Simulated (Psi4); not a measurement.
**NH3 (ammonia) at HF/pcseg-0**

Aim: the vertical ionisation energy of NH3 (ammonia) at HF/pcseg-0, from 2 runs. 

The calculation is run with Psi4 1.11.

## (1) The system as given

NH3 has 4 atoms, charge 0, and is taken as a singlet. As SMILES, `N`. The shape is that of a PBE0-D4/def2-TZVP optimisation.

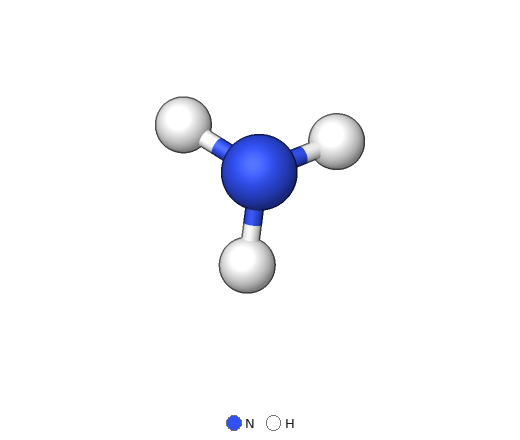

The structure, seen from a chosen angle (nitrogen blue, hydrogen white).

## (2) The energy at HF/pcseg-0

Contents of input.in:

```
memory 1600 mb

molecule m {
  0 1
  N     -0.069910     0.249470     0.110930
  H      0.490470    -0.301820     0.749180
  H     -0.887480    -0.301940    -0.118910
  H      0.466920     0.354280    -0.741200
  symmetry c1
}

set puream true
set scf_type pk

E, wfn = energy("scf/pcseg-0", return_wfn=True)
```

Command:

```console
$ psi4 input.in input.out -n 1
```

input.out, shortened:

```text
[...]
  Running in c1 symmetry.
[...]
  Nuclear repulsion =   11.949539011427511
[...]
  Multiplicity = 1
[...]
  Nalpha       = 5
  Nbeta        = 5
[...]
    Number of basis functions: 15
[...]
   @RHF iter   1:   -55.94454097742648   -3.83845e-01   2.51966e-02 DIIS/ADIIS
[...]
   @RHF iter   8:   -56.01430080192773   -6.71690e-10   1.34308e-07 DIIS
[...]
    Orbital Energies [Eh]
    ---------------------
    Doubly Occupied:
       1A    -15.527464     2A     -1.136241     3A     -0.621412
       4A     -0.621407     5A     -0.413252
[...]
  @RHF Final Energy:   -56.01430080192773
   => Energetics <=
    Nuclear Repulsion Energy =             11.9495390114275111
    One-Electron Energy =                 -99.2881237874457270
    Two-Electron Energy =                  31.3242839740904948
    Total Energy =                        -56.0143008019277318
[...]
 Multipole Moments:
 ------------------------------------------------------------------------------------
     Multipole            Electronic (a.u.)      Nuclear  (a.u.)        Total (a.u.)
 ------------------------------------------------------------------------------------
 L = 1.  Multiply by 2.5417464519 to convert [e a0] to [Debye]
 Dipole X            :          0.0024070            0.2156503            0.2180573
 Dipole Y            :         -0.0086195           -0.7695439           -0.7781634
 Dipole Z            :         -0.0038309           -0.3421840           -0.3460149
 Magnitude           :                                                    0.8790982
[...]
```

Wall time 2.1 s (1 thread of Intel Xeon Platinum 8259CL at 2.50GHz (Skylake/Cascade Lake), shared host); peak memory 0.18 GiB.

## (3) The doublet cation, same level

Contents of h3n.inp:

```
memory 1.6 GB

molecule system {
  1 2
  N     -0.069910     0.249470     0.110930
  H      0.490470    -0.301820     0.749180
  H     -0.887480    -0.301940    -0.118910
  H      0.466920     0.354280    -0.741200
  symmetry c1
}

set basis pcseg-0
set reference uhf
set puream true
set scf_type pk
set maxiter 100

energy("hf")
print_variables()
```

Command:

```console
$ psi4 h3n.inp h3n.out -n 1
```

h3n.out:

```text
[...]
  Running in c1 symmetry.
[...]
  Nuclear repulsion =   11.949539011427511
[...]
  Multiplicity = 2
[...]
  Nalpha       = 5
  Nbeta        = 4
[...]
    Number of basis functions: 15
[...]
   @UHF iter   1:   -55.64590075067490   -8.52044e-02   1.36971e-02 ADIIS/DIIS
[...]
   @UHF iter   8:   -55.67713848271369   -5.03871e-09   9.30612e-07 DIIS
[...]
   @S^2 Observed:                7.564170558E-01
[...]
    Orbital Energies [Eh]
    ---------------------
    Alpha Occupied:
       1A    -16.033262     2A     -1.611075     3A     -1.062375
       4A     -1.062371     5A     -0.973397
    Alpha Virtual:
       6A     -0.091995     7A     -0.003937     8A     -0.003935
       9A      0.560513    10A      0.560523    11A      0.709329
      12A      0.809774    13A      1.069860    14A      1.156029
      15A      1.156031
    Beta Occupied:
[...]
  @UHF Final Energy:   -55.67713848271369
   => Energetics <=
    Nuclear Repulsion Energy =             11.9495390114275111
    One-Electron Energy =                 -94.9695577796919110
    Two-Electron Energy =                  27.3428802855507200
    Total Energy =                        -55.6771384827136870
  UHF NO Occupations:
  HONO-2 :    3  A 1.9987656
  HONO-1 :    4  A 1.9987655
  HONO-0 :    5  A 1.0000000
  LUNO+0 :    6  A 0.0012345
  LUNO+1 :    7  A 0.0012344
[...]
 Multipole Moments:
 ------------------------------------------------------------------------------------
     Multipole            Electronic (a.u.)      Nuclear  (a.u.)        Total (a.u.)
 ------------------------------------------------------------------------------------
 L = 1.  Multiply by 2.5417464519 to convert [e a0] to [Debye]
 Dipole X            :         -0.0638305            0.2156503            0.1518197
 Dipole Y            :          0.2277814           -0.7695439           -0.5417624
 Dipole Z            :          0.1012858           -0.3421840           -0.2408982
 Magnitude           :                                                    0.6120357
[...]
```

It took 2 s on 1 thread of Intel Xeon Platinum 8259CL at 2.50GHz (Skylake/Cascade Lake), shared host; peak memory 0.18 GiB.

## (4) Results

Level: HF/pcseg-0.

| quantity | value |
| --- | --- |
| singlet NH3: total energy | -56.01430 Eh |
| singlet NH3: dipole moment | 2.23 D |
| singlet NH3: HOMO energy | -11.25 eV |
| singlet NH3: LUMO energy | 5.25 eV |
| singlet NH3: HOMO–LUMO gap | 16.49 eV |
| doublet cation: total energy | -55.67714 Eh |
| doublet cation: HOMO energy (highest over α and β) | -26.49 eV |
| doublet cation: LUMO energy (lowest over α and β) | -7.41 eV |
| doublet cation: ⟨S²⟩ | 0.756 |
| vertical ionisation energy (to the doublet cation) | 9.175 eV |

The vertical ionisation energy comes to 9.17 eV (885 kJ/mol). −ε(HOMO) before ionisation, 11.25 eV, is 2.07 eV above this ionisation energy.
